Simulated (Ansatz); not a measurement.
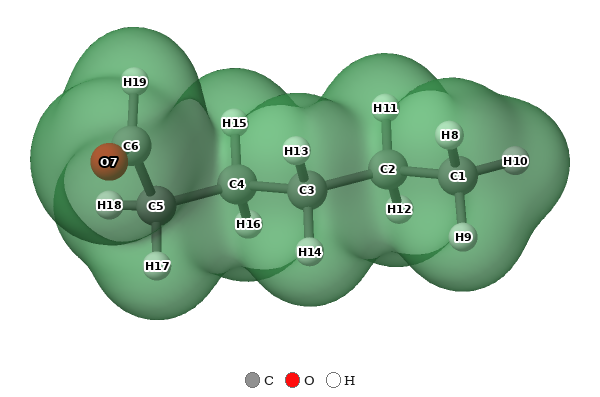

C6H12O (SMILES CCCCCC=O). Isosurface of the electron density at 0.05 e/Å³ (green), seen from one side.

Geometry: PBE0-D4/def2-TZVP.

All numbers below come from Ansatz, RKS PBE0-D4/def2-TZVPP.

The calculation's input:

```
crystal:
  periodic: [false, false, false]
  atoms:
    - {symbol: C, position_ang: [2.693313, -0.783981, -0.455335]}
    - {symbol: C, position_ang: [1.209625, -1.070079, -0.606590]}
    - {symbol: C, position_ang: [0.336337, -0.095328, 0.165010]}
    - {symbol: C, position_ang: [-1.149724, -0.380176, 0.020794]}
    - {symbol: C, position_ang: [-2.023652, 0.595291, 0.803006]}
    - {symbol: C, position_ang: [-1.940129, 1.985997, 0.250580]}
    - {symbol: O, position_ang: [-1.727262, 2.977824, 0.891317]}
    - {symbol: H, position_ang: [2.939593, 0.218745, -0.815401]}
    - {symbol: H, position_ang: [3.000346, -0.840827, 0.592671]}
    - {symbol: H, position_ang: [3.299291, -1.497336, -1.018228]}
    - {symbol: H, position_ang: [0.934229, -1.038644, -1.667229]}
    - {symbol: H, position_ang: [0.994172, -2.090692, -0.269149]}
    - {symbol: H, position_ang: [0.551938, 0.927313, -0.169641]}
    - {symbol: H, position_ang: [0.607923, -0.122471, 1.227447]}
    - {symbol: H, position_ang: [-1.428618, -0.347082, -1.039785]}
    - {symbol: H, position_ang: [-1.363531, -1.399577, 0.356747]}
    - {symbol: H, position_ang: [-1.761438, 0.620026, 1.863343]}
    - {symbol: H, position_ang: [-3.074913, 0.288816, 0.722137]}
    - {symbol: H, position_ang: [-2.097503, 2.052180, -0.851704]}
basis:
  gaussian: {orbitals: def2-TZVPP}
hamiltonian: {xc: pbe0, dispersion: d4}
output: {orbitals: {seedname: orbitals}}
```

Launched as:

```sh
ansatz run in.yaml --threads 2 --pin off --events-out ev --progress --plain --max-ram 20480MiB --backend cuda --devices 0, --max-vram 18GiB
```

**How is the density connected at this value?**

At this value the surface is in one piece. It bridges the sampled C–O (1.20 Å), C–C (1.50 Å) and C–H (1.09 Å) contacts, where the density stays above the isovalue. On the grid the lowest density along these lines, outside the cores, is 3 e/Å³ (C–O, 1.20 Å), 1.8 e/Å³ (C–C, 1.50 Å) and 1.9 e/Å³ (C–H, 1.09 Å).
